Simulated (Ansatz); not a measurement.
The figure comes from a scan of BP (zinc blende): one B atom of a 2-atom cell moves by s along Cartesian x, with its periodic images. Calculation: r2SCAN (plane waves to 500 eV, PAW, scalar-relativistic; Ansatz, a first-principles code). k mesh 10×10×10 (Γ-centred), Fermi-Dirac smearing 0.05 eV. The energy includes the smearing's −TS. As the smearing reaches across the gap at some points, energies and forces of such displacements shift with the k mesh and the smearing. BP was relaxed with its symmetry unable to fall. ΔE is measured from the undisplaced structure.

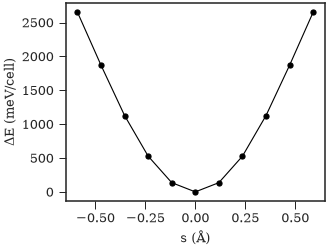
*ΔE (meV/cell) against s (Å); markers are the computed points, lines only join them.*

### Question
Read the plotted values off the figure, to the accuracy that the plot allows.

### Answer
To the nearest 50:

| s (Å) | ΔE (meV/cell) |
|---|---|
| -0.590 | 2650 |
| -0.472 | 1850 |
| -0.354 | 1150 |
| -0.236 | 550 |
| -0.118 | 150 |
| 0.000 | 0 |
| 0.118 | 150 |
| 0.236 | 550 |
| 0.354 | 1150 |
| 0.472 | 1850 |
| 0.590 | 2650 |

(A displaced cell: forces are minus the slopes of the energy, force constants its curvatures, and phonons follow from these.)
